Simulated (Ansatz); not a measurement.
# NO+ (nitrosonium): CCSDT(Q)/STO-3G

Aim: the vertical singlet–triplet gap of NO+ (nitrosonium) at CCSDT(Q)/STO-3G, from 2 runs. 

Program for the calculation: Ansatz 0.2.0.

13 further runs of the same task are left out: 12 that didn't finish, 1 set aside as unsound or not needed.

### Step 1. Starting point

NO+: 2 atoms, total charge +1, spin state singlet. SMILES: `N#[O+]`. Geometry: the measured bond length.

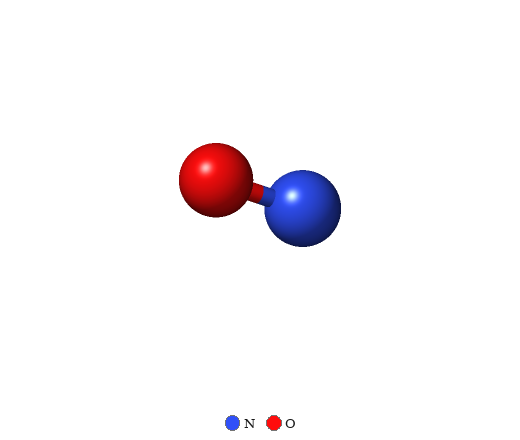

The structure, seen from a chosen angle (nitrogen blue, oxygen red).

### Step 2. The energy at CCSDT(Q)/STO-3G

Input file molecule.yaml:

```yaml
crystal:
  periodic: [false, false, false]
  atoms:
    - {symbol: N, position_ang: [0.000000, 0.000000, 0.000000]}
    - {symbol: O, position_ang: [0.000000, 0.000000, 1.063220]}
basis:
  gaussian:
    orbitals: STO-3G
total_charge: 1
correlation:
  method: ccsdt_q
  frozen_orbitals: {"N": 1, O: 1}
accuracy: high
scf:
  omitted_lower_state_checks: [cluster_reference, increment]
```

Started as:

```bash
ansatz run molecule.yaml --threads 1 --pin off --max-ram 2610MiB --events-out events.jsonl --progress --plain --runs-dir runs
```

The program printed:

```text
Warning: RAYON_NUM_THREADS=1 ignored (pool sized by the plan → 1); use --threads N
Functional definition: HF
  name "HF"
  exchange = exact_x
  correlation = 0
these checks for a lower state are left out or cut short: cluster_reference, increment
149 factors; integrals over basis functions are off by at most 3.3e-8 eV
mean field evaluation 1: about -3459.9783 eV, gradient 2.0e1 eV
mean field evaluation 2: about -3459.9871 eV, gradient 2.0e1 eV
mean field evaluation 4: about -3460.9123 eV, gradient 6.9e-1 eV
mean field evaluation 8: about -3460.9128 eV, gradient 8.4e-7 eV
mean field -3460.91275820 eV, -127.1861979729 hartree, gradient 2.8e-8 eV, S^2 0.000000; 0 other end points of the search recorded, 0 dependent functions left out
2 core orbitals not correlated: weight in the atoms' cores, before any rotation towards them, 1.000 or more for the frozen orbitals, at most 0.000 for the correlated occupied ones
reference -3460.91275820 eV, -127.1861979729 hartree; 5, 5 occupied and 3, 3 virtual orbitals, 149 factors
second order -4.55866292 eV of doubles, -0.00000000 eV of singles
cycle   1  -4.22881998 eV  change    3.3e-1 eV  update   8.7e-2
cycle   2  -4.45868353 eV  change   -2.3e-1 eV  update   4.6e-2
cycle   3  -4.60216313 eV  change   -1.4e-1 eV  update   1.4e-2
cycle   4  -4.59749091 eV  change    4.7e-3 eV  update   3.9e-3
cycle   5  -4.59999528 eV  change   -2.5e-3 eV  update   1.1e-3
cycle   6  -4.60024752 eV  change   -2.5e-4 eV  update   2.4e-4
cycle   7  -4.59999441 eV  change    2.5e-4 eV  update   8.4e-5
cycle   8  -4.59999104 eV  change    3.4e-6 eV  update   9.2e-6
cycle   9  -4.59999205 eV  change   -1.0e-6 eV  update   1.9e-6
cycle  10  -4.59999058 eV  change    1.5e-6 eV  update   6.3e-7
cycle  11  -4.59999068 eV  change   -1.0e-7 eV  update   2.0e-7
cycle  12  -4.59999059 eV  change    9.6e-8 eV  update   4.5e-8
cycle  13  -4.59999065 eV  change   -6.3e-8 eV  update   4.3e-8
cycle  14  -4.59998940 eV  change    1.2e-6 eV  update   1.3e-7
cycle  15  -4.59998935 eV  change    5.1e-8 eV  update   4.7e-8
cycle  16  -4.59998923 eV  change    1.2e-7 eV  update   1.8e-8
cycle  17  -4.59998924 eV  change   -7.2e-9 eV  update   6.1e-9
cycle  18  -4.59998925 eV  change   -8.4e-9 eV  update   2.6e-9
cycle  19  -4.59998925 eV  change  -9.4e-10 eV  update  9.0e-10
cycle  20  -4.59998925 eV  change   -1.8e-9 eV  update  3.0e-10
cycle  21  -4.59998925 eV  change  -3.7e-10 eV  update  1.3e-10
perturbative correction -0.03260969 eV, -0.0011983840 hartree
Total energy: -3465.54535714 eV, -127.3564428439 hartree
Checks for a lower state left out: cluster_reference, increment
```

It took 0.34 s on 1 thread of Arm Neoverse V1, shared host.

### Step 3. The triplet, same level

Input file input.yaml:

```yaml
basis:
  gaussian:
    orbitals: STO-3G
crystal:
  periodic: [false, false, false]
  atoms:
    - {symbol: N, position_ang: [0.000000, 0.000000, 0.000000]}
    - {symbol: O, position_ang: [0.000000, 0.000000, 1.063220]}
total_charge: 1
magnetization:
  spin_polarized: true
  initial_magnetization: 2
correlation:
  method: ccsdt_q
  frozen_orbitals: {"N": 1, O: 1}
accuracy: high
scf:
  omitted_lower_state_checks: [cluster_reference, increment]
```

Started as:

```bash
ansatz run input.yaml --threads 1 --pin off --max-ram 2610MiB --events-out events.jsonl --progress --plain --runs-dir runs
```

The program printed:

```text
Warning: RAYON_NUM_THREADS=1 ignored (pool sized by the plan → 1); use --threads N
[... 4 set-up lines as earlier in the session ...]
these checks for a lower state are left out or cut short: cluster_reference, increment
149 factors; integrals over basis functions are off by at most 3.3e-8 eV
mean field evaluation 1: about -3453.0348 eV, gradient 1.4e1 eV
mean field evaluation 2: about -3453.0973 eV, gradient 1.4e1 eV
mean field evaluation 4: about -3454.2137 eV, gradient 2.2e0 eV
mean field evaluation 8: about -3454.6051 eV, gradient 1.2e0 eV
mean field evaluation 16: about -3454.7087 eV, gradient 1.6e-4 eV
mean field evaluation 32: about -3440.8110 eV, gradient 1.5e1 eV
mean field evaluation 64: about -3453.7187 eV, gradient 6.9e-1 eV
mean field evaluation 96: about -3453.3508 eV, gradient 5.3e0 eV
mean field -3454.70874878 eV, -126.9582048318 hartree, gradient 7.4e-9 eV, S^2 2.208160; 9 other end points of the search recorded, 0 dependent functions left out
2 core orbitals not correlated: weight in the atoms' cores, before any rotation towards them, 1.000 or more for the frozen orbitals, at most 0.000 for the correlated occupied ones
reference -3454.70874878 eV, -126.9582048318 hartree; 6, 4 occupied and 2, 4 virtual orbitals, 149 factors
second order -2.34285433 eV of doubles, -0.00000000 eV of singles
cycle   1  -2.61423894 eV  change   -2.7e-1 eV  update   8.7e-2
cycle   2  -2.99242372 eV  change   -3.8e-1 eV  update   5.5e-2
cycle   3  -3.32062398 eV  change   -3.3e-1 eV  update   3.9e-2
cycle   4  -3.28983807 eV  change    3.1e-2 eV  update   1.5e-2
cycle   5  -3.32882344 eV  change   -3.9e-2 eV  update   6.3e-3
cycle   6  -3.34990908 eV  change   -2.1e-2 eV  update   3.9e-3
cycle   7  -3.34463094 eV  change    5.3e-3 eV  update   1.1e-3
cycle   8  -3.34910315 eV  change   -4.5e-3 eV  update   5.9e-4
cycle   9  -3.34941918 eV  change   -3.2e-4 eV  update   3.3e-4
cycle  10  -3.34826483 eV  change    1.2e-3 eV  update   1.6e-4
cycle  11  -3.34815032 eV  change    1.1e-4 eV  update   5.3e-5
cycle  12  -3.34817380 eV  change   -2.3e-5 eV  update   2.4e-5
cycle  13  -3.34818595 eV  change   -1.2e-5 eV  update   8.8e-6
cycle  14  -3.34819139 eV  change   -5.4e-6 eV  update   3.7e-6
cycle  15  -3.34819211 eV  change   -7.2e-7 eV  update   1.4e-6
cycle  16  -3.34819305 eV  change   -9.4e-7 eV  update   6.2e-7
cycle  17  -3.34819305 eV  change    3.4e-9 eV  update   2.2e-7
cycle  18  -3.34819286 eV  change    1.9e-7 eV  update   9.2e-8
cycle  19  -3.34819285 eV  change    8.0e-9 eV  update   6.3e-8
cycle  20  -3.34819279 eV  change    6.6e-8 eV  update   3.5e-8
cycle  21  -3.34819276 eV  change    2.6e-8 eV  update   8.4e-8
cycle  22  -3.34819287 eV  change   -1.1e-7 eV  update   4.6e-8
cycle  23  -3.34819294 eV  change   -6.2e-8 eV  update   3.0e-8
cycle  24  -3.34819301 eV  change   -7.4e-8 eV  update   1.3e-8
cycle  25  -3.34819305 eV  change   -4.4e-8 eV  update   7.9e-9
cycle  26  -3.34819306 eV  change   -8.9e-9 eV  update   4.0e-9
cycle  27  -3.34819307 eV  change   -5.0e-9 eV  update   2.0e-9
cycle  28  -3.34819307 eV  change    1.1e-9 eV  update  5.4e-10
cycle  29  -3.34819307 eV  change   1.6e-10 eV  update  2.2e-10
perturbative correction -0.02181898 eV, -0.0008018329 hartree
Total energy: -3458.07876083 eV, -127.0820504904 hartree
Checks for a lower state left out: cluster_reference, increment
```

Wall time 1.7 s (1 thread of Arm Neoverse V1, shared host).

### Step 4. Outcome

Level: CCSDT(Q)/STO-3G, 2 core orbitals frozen.

| quantity | value |
| --- | --- |
| singlet: total energy | -127.35644 Eh |
| singlet: correlation energy (2 core orbitals frozen) | -170.2 mEh |
| singlet: T1 diagnostic | 0.010 |
| triplet: total energy | -127.08205 Eh |
| triplet: correlation energy (2 core orbitals frozen) | -123.8 mEh |
| triplet: ⟨S²⟩ of the reference determinant | 2.208 |
| triplet: T1 diagnostic | 0.061 |
| vertical energy of the triplet above the singlet | 7.467 eV |

At this shape the triplet lies 7.47 eV (720 kJ/mol) above the singlet. In a minimal basis such a difference can be off by several eV, whatever the method. ⟨S²⟩ (triplet) is 2.21 where a pure triplet has 2.00: the reference is spin-contaminated. The T1 diagnostic (triplet) of 0.061 is above the customary mark for such species, so a single reference may not serve.
